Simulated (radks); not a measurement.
# Zr³³⁺ in [He] 2s2 2p3: an all-electron calculation

Wanted: eigenvalues, radial structure and energy terms of the zirconium ion Zr33+.

Program: radks (a radial shooting solver on a logarithmic mesh, Libxc functionals) version 1. Level of theory: scalar-relativistic Kohn-Sham, r2SCAN, spin-unpolarised, spherical densities, finite nucleus. These are calculated values, not measurements, unless marked.

## 1. The system

| Property | Result |
| --- | --- |
| element | zirconium (Z = 40) |
| charge | +33 |
| electrons | 7 |
| configuration | [He] 2s2 2p3 |
| nuclear rms radius | 4.2694 fm |

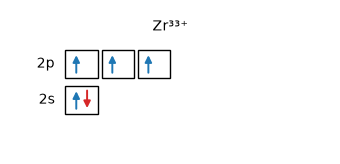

Outer shells as boxes.

## 2. The run

The run's settings:

```text
Z 40
configuration [He] 2s2 2p3 3s0 3p0
relativity scalar-relativistic
functional r2scan,r2scan
spin unpolarised
nucleus finite rms 4.2694 fm
c 137.035999084
```

The run is started by

```
python run_ks.py task.json out
```

The same process makes all the runs of this session.

Q: Predict the outcome of this run.

The runs gave:

```
                        quantity                 value
                    total energy   -2478.77812 hartree
exchange-correlation share of it                1.96 %
                            −T/E                1.0370
          highest occupied level        2p, -4246.9 eV
    most extended occupied level  2s, <r> = 0.155 bohr
 radius at density 0.001 e/bohr³            0.542 bohr
    maxima of the radial density                     2
         ionisation energy, NIST   4300 (semi-emp.) eV
```

The radial density shows 2 maxima for 2 occupied principal shells. Relativity lifts −T/E to 1.037. The top level binds by 4246.9 eV, 99 % of the NIST ionisation energy of 4300 eV. Spin polarisation and multiplet splitting are left out.
